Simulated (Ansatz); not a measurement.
The calculation's input:

```
crystal:
  lattice:
    - [2.9139124931, 0.0, 0.0]
    - [0.0, 2.9139124931, 0.0]
    - [0.0, 0.0, 8.7060118323]
  atoms:
    - { symbol: Al, position: [0.0, 0.0, 0.8259563453] }
    - { symbol: Al, position: [0.0, 0.0, 0.1740436547] }
    - { symbol: Al, position: [0.0, 0.0, 0.5] }
    - { symbol: Co, position: [0.5, 0.5, 0.3396694641] }
    - { symbol: Co, position: [0.5, 0.5, 0.6603305359] }
    - { symbol: Ru, position: [0.5, 0.5, 0.0] }
basis:
  ecutwfc: 420
kpoints:
  mp_grid: { grid: [12, 12, 6] }
  band_path:
    path:
      - [[0.0, 0.0, 0.0], [0.0, 0.5, 0.0], [0.5, 0.5, 0.0], [0.0, 0.0, 0.0], [0.0, 0.0, 0.5], [0.0, 0.5, 0.5], [0.5, 0.5, 0.5], [0.0, 0.0, 0.5]]
      - [[0.0, 0.5, 0.0], [0.0, 0.5, 0.5]]
      - [[0.5, 0.5, 0.0], [0.5, 0.5, 0.5]]
    npoints: 14
hamiltonian:
  xc: lda
scf:
  occupations: { method: gaussian, width: 0.1 }
  n_extra_bands: 15
output:
  forces: true
  stress: true
  eigenvalues: true
  populations: true
  dos: { projected: true, de: 0.02, nscf_kmesh: { grid: [15, 15, 8] } }
  bader: true
  write_density: true
  write_potential: true
  elf: true
  volumetric_format: npy
```

Launched as:

```sh
ansatz run input.yaml --threads 1 --pin off --max-ram 2560MiB --backend cpu --events-out ev --progress --plain --runs-dir out
```

Below, planes, directions and counts refer to the conventional cell (a = 2.91 Å, b = 2.91 Å, c = 8.71 Å, α = 90.00°, β = 90.00°, γ = 90.00°).

Space group P4/mmm; a structure generated by program, which may or may not match a known phase; computed pressure about −11 GPa in this cell; computed without spin polarisation.

Computed with DFT LDA, scalar-relativistic, plane waves, PAW (Ansatz 0.2.0).

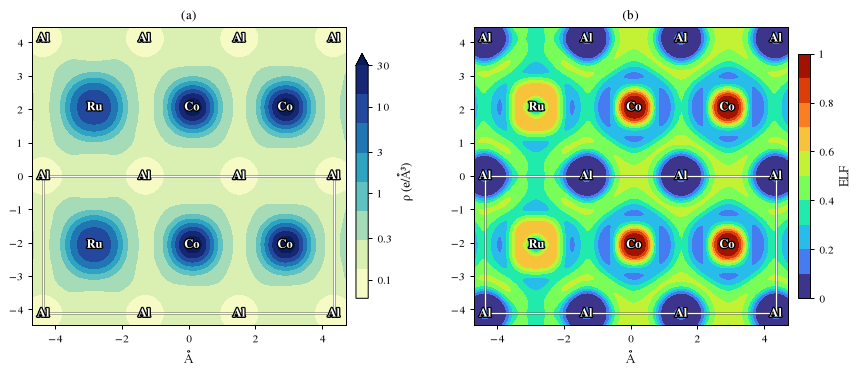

Al$_{3}$Co$_{2}$Ru. (a) valence pseudo-density; (b) electron localisation function on the (110) plane of the conventional cell.

The density is the valence pseudo-density of a PAW calculation; it isn't the true density close to the nuclei.

Q: What do the fields say about this system?

A: Atoms in the plane: Al, Co and Ru. Al–Co (2.49 Å): the density is about 0.31 e/Å³ at the midpoint; the ELF is about 0.40 at the midpoint. Al–Ru (2.56 Å): the density is about 0.38 e/Å³ at the midpoint; the ELF is about 0.40 at the midpoint. Co–Co (2.79 Å): ρ at the midpoint is about 0.28 e/Å³; the ELF is about 0.40 at the midpoint. Al–Al (2.84 Å): ρ is about 0.22 e/Å³ halfway; the ELF reaches about 0.50 near the midpoint. Between the atoms the lowest density in this plane is 0.21 e/Å³. The features right at Co and Ru lie inside the PAW spheres, where the map follows smoothed inner orbitals and isn't to be read closely.
